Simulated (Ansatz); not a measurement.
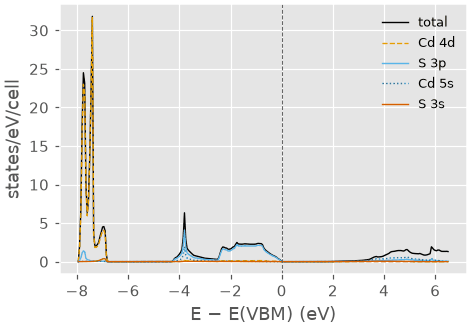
Fig. 1. Total and projected density of states of CdS (zinc blende, F-43m), r²SCAN (plane waves, PAW; program Ansatz)

Which orbitals carry the states next to the gap?

Top 1 eV of the valence band: S 3p 90 %, Cd 4d 6 %. Bottom 1 eV of the conduction band: Cd 5s 60 %, S 3s 21 %, S 3p 17 %. Projections are on Löwdin-orthogonalised atomic valence shells; empty p or d shells of many metals are not among them.

Where is the tallest occupied peak in this window, and what makes it?

Near -7.4 eV, about 32 states/eV per cell; the largest projected share is Cd 4d.

The cell was relaxed with r²SCAN under the symmetry of its start; phonons on a q-mesh show no instability. Spin–orbit coupling is left out wherever it is not named.

Potentials: the later of the program's two PAW sets.
